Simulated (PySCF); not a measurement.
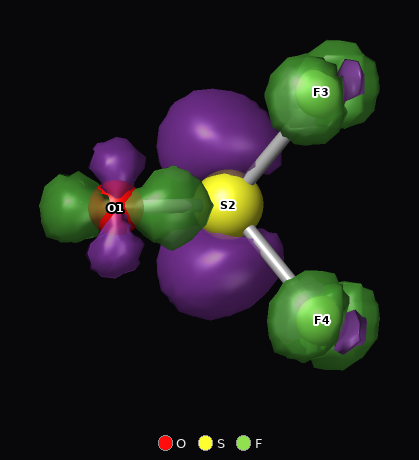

*F$_{2}$OS, SMILES `O=S(F)F`. Unrelaxed difference density of S₃ less the ground state (TDA singlet states), ±0.08 e/Å³; purple: gain, green: loss.*

Level of theory: PBE0/def2-SVP (PySCF), at a geometry from GFN2-xTB. No frequency check shows the geometry to be a minimum. GFN2-xTB bond lengths at metals and heavier atoms can be off by up to 0.1 Å and shapes distorted, which carries into these values. Without diffuse functions Rydberg states are missing, so the states' numbers hold for this basis only.

Geometry (Å), atoms numbered from 1:

```
O1      -1.3734   -0.0134    0.3741
S2      -0.2009   -0.0025   -0.4086
F3       0.7764    1.2084    0.1967
F4       0.8016   -1.1921    0.1972
```

**How does the charge move on excitation?**

0.70 e is displaced in all, of which about 0.4 e passes between atoms: F3 and F4 (0.17 e each) and O1 (0.07 e) lose electrons and S2 (0.41 e) gains them. The state: 8.16 eV (152 nm), f = 0.011; the leading pair carries 97 %; hole on F3 and F4 (28 % each), O1 (27 %) and S2 (17 %), electron on S2 (58 %), O1 (20 %) and F3 and F4 (11 % each); their centroids lie 0.5 Å apart.
